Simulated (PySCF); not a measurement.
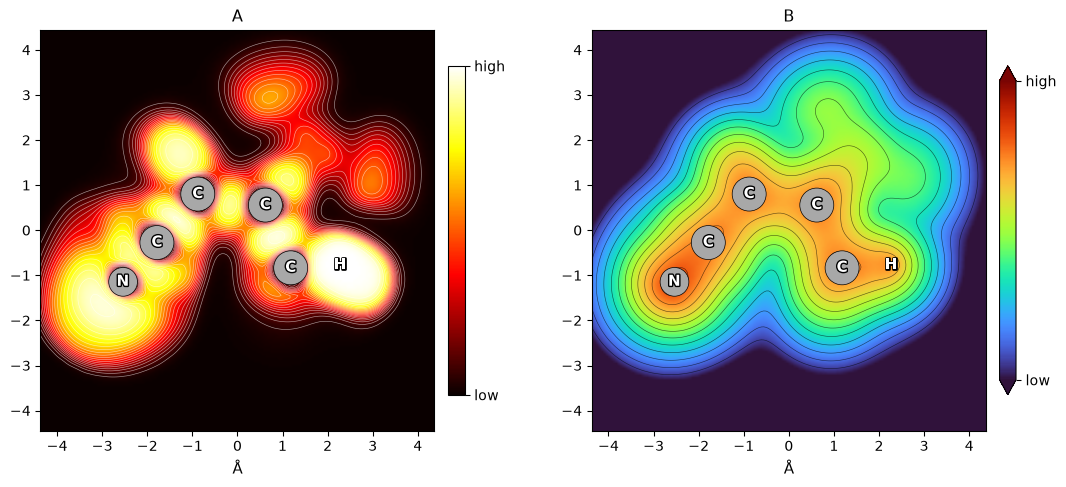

C$_{6}$H$_{5}$FNO$_{2}$ (charge −1): 2 fields on the plane of atoms C2, C3 and C5, with unlabelled colour scales. Grey discs cover the atomic cores.

Geometry: GFN2-xTB.

Theory: B3LYP/def2-SVPD, SCF density, gas phase in PySCF.

Which field does each panel show? The fields are: electron density and electron localisation function.

Panel A: electron localisation function. Panel B: electron density. From the grid: C–N (1.15 Å): the density is about 3.5 e/Å³ at the midpoint; the ELF peaks at about 0.85 between the atoms: a multiple bond. C–C (1.41 Å): ρ at the midpoint is about 2 e/Å³; the ELF peaks at about 0.95 between the atoms: localised, covalent bonding.
